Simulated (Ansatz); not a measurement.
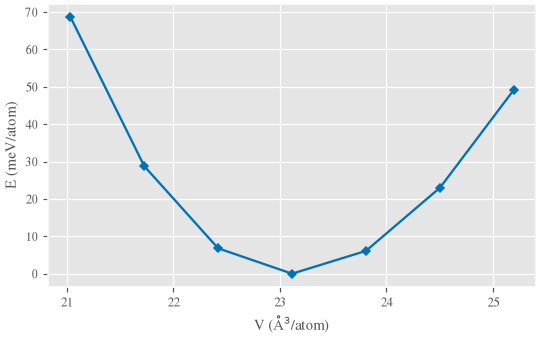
Figure: ZrSnTe in space group P4/nmm (No. 129; Zr on 2c, Sn on 2a, Te on 2c) under volume change, LDA in the plane-wave PAW code Ansatz, shape and atoms relaxed at each volume.

Question: What does a third-order Birch–Murnaghan fit give for V₀, B₀ and B′?

Answer: V₀ = 23.12 Å³/atom, B₀ = 98.7 GPa, B′ = 4.6.

The first step of the workflow began from a Materials Project structure, measured or hypothetical; the Crystallography Open Database copy checked does not list it. Its standing as an ambient phase is unchecked. The cell was relaxed with LDA under the symmetry of its start; of distortions, only those at the zone centre were tested. No spin polarisation was allowed. Scalar-relativistic: spin–orbit coupling is off unless named, which matters more the heavier the elements.

Potentials: the later of the program's two PAW sets.
